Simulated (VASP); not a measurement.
Band structure of SiC (zinc blende). Level of theory: revTPSS meta-GGA, VASP's PBE PAW potentials (set 64) (plane waves; VASP 6.6.1).

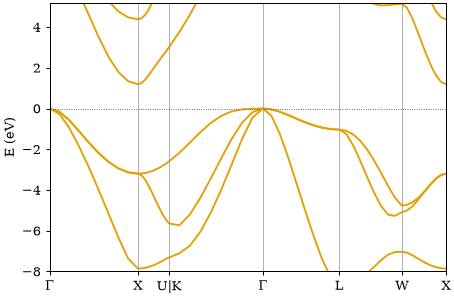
Bands along high-symmetry lines, zero at the valence-band maximum or, without a gap, the Fermi level

Problem. Read the plot: is there a gap, and where are the band edges?

Solution. The gap is indirect, 1.19 eV, from the valence maximum at Γ to the conduction minimum at X.

Measured: gap 2.53 eV (computed value off by -1.34 eV), as given by Wei Chen et al., Physical Review Materials (2018), doi:10.1103/physrevmaterials.2.073803 [zero-point renormalisation of 0.11 eV added back (the table's ZPR column)].

The compound is SiC in the zinc blende structure. It was relaxed first.
